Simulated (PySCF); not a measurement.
## Electronic structure of C2H5FNSi (doublet) in real space

Input

```
{"job": {"kind": "epr", "basis": "pcH-1"}, "charge": 0, "multiplicity": 2}
C      1.974915    -1.026838    -0.298543
C      1.227915    -0.388486     0.536360
Si    -0.241001     0.729943     0.034092
N     -1.655272    -0.232618    -0.031136
F     -0.054138     1.225363    -1.486958
H      2.015604    -1.116392    -1.361972
H      1.400304    -0.454175     1.603360
H     -0.263231     1.968315     0.804466
H     -2.440654     0.073027    -0.582634
H     -1.955560    -0.773485     0.760437
```

Command:

```sh
OMP_NUM_THREADS=1 python probes_run.py task.json out
```

Geometry: GFN2-xTB.

All numbers below come from UKS B3LYP, pcH-1 on C F H N Si, non-relativistic, mean-field spin-orbit, GIAO (PySCF 2.14.0, density-fitted response routines).

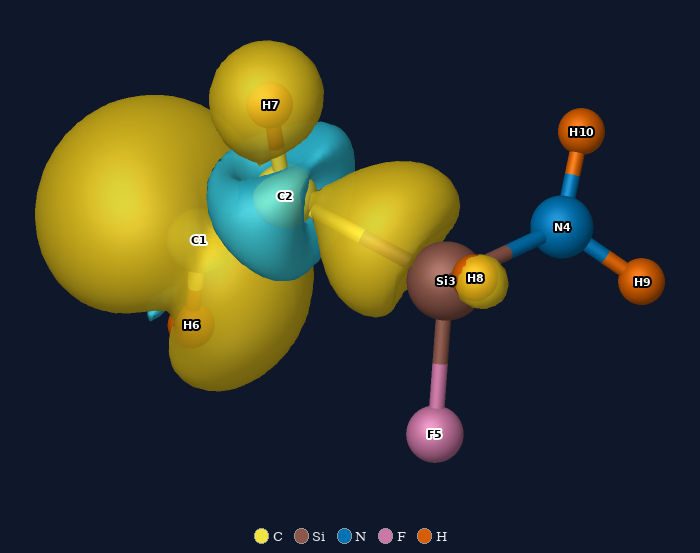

Figure 1. Isosurfaces of the spin density at +0.015 (yellow) and −0.015 e/Å³ (cyan), seen at a tilt.

Describe the spin distribution.

The unpaired spin (1 electron) lies mostly on C1 (about 0.8), in electrons by Hirshfeld's partition.

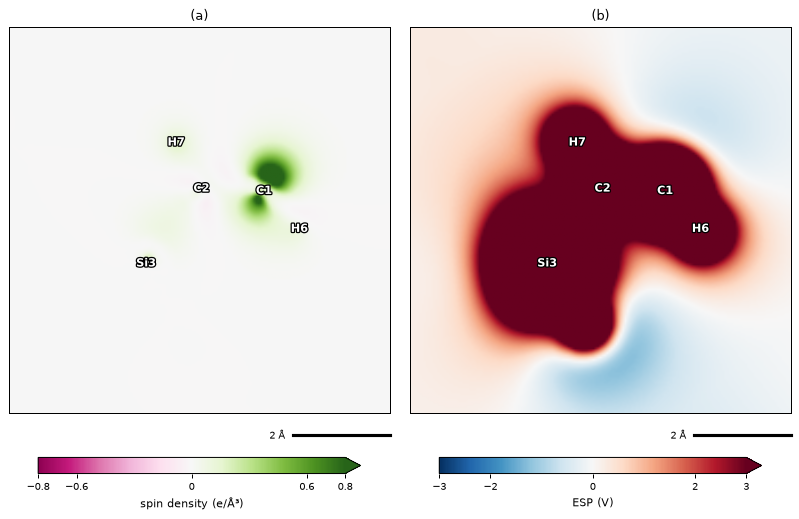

Figure 2. (a) spin density; (b) electrostatic potential on the plane of atoms C1, C2 and H7.

What do the fields say about this system?

- Atoms in the plane: C, Si and H.
- Outside the dense part of the molecule the potential is most negative (−1.3 V) near F5, which lies off the plane.

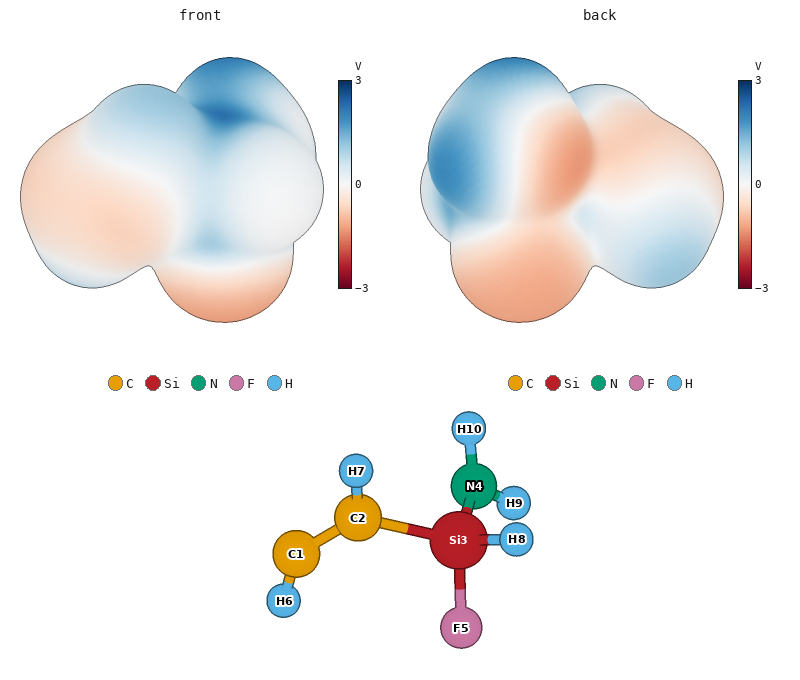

Figure 3. The electrostatic potential painted on the density surface at 0.002 e/bohr³, seen from the front and from behind; the colour scale runs from red (negative) to blue (positive). The bare structure is drawn below in the same view.

Describe the electrostatic potential map.

The most negative region (about −1.2 V, or −28 kcal/mol for a unit charge) lies over N4, the most positive (about +2.0 V, or +46 kcal/mol for a unit charge) over Si3 and H10. N4 is the likeliest acceptor of a hydrogen bond.
